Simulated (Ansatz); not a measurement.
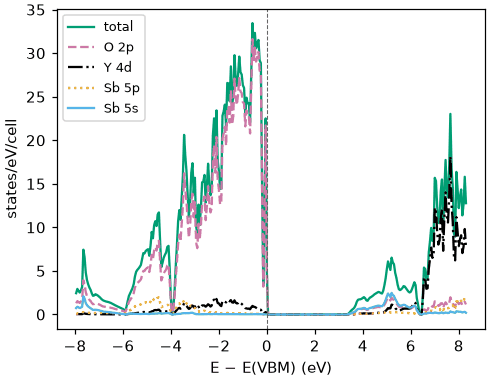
Figure. Total and projected density of states of YSbO₄ in space group P-1 (No. 2; Pearson symbol aP24), plane-wave PAW r²SCAN (Ansatz code)

Q: Which orbitals carry the states next to the gap?

A: Top 1 eV of the valence band: O 2p 95 %. Bottom 1 eV of the conduction band: Sb 5s 37 %, O 2p 34 %, O 2s 13 %, Y 4d 5 %. Projections are on Löwdin-orthogonalised atomic valence shells; empty p or d shells of many metals are not among them.

Q: Where is the tallest occupied peak in this window, and what makes it?

A: Near -0.6 eV, about 33 states/eV per cell; the largest projected share is O 2p.

The workflow started from a Materials Project entry (that database holds measured and hypothetical structures alike); the Crystallography Open Database copy checked does not list it. Entries of such low symmetry are often ordered models of mixed-site phases. Whether it is the stable phase at ambient conditions was not checked. Symmetry was held in the r²SCAN relaxation; whether a distortion lowers the energy is not shown. No spin polarisation was allowed. Scalar-relativistic: spin–orbit coupling is off unless named, which matters more the heavier the elements.

Potentials: the later of the program's two PAW sets.
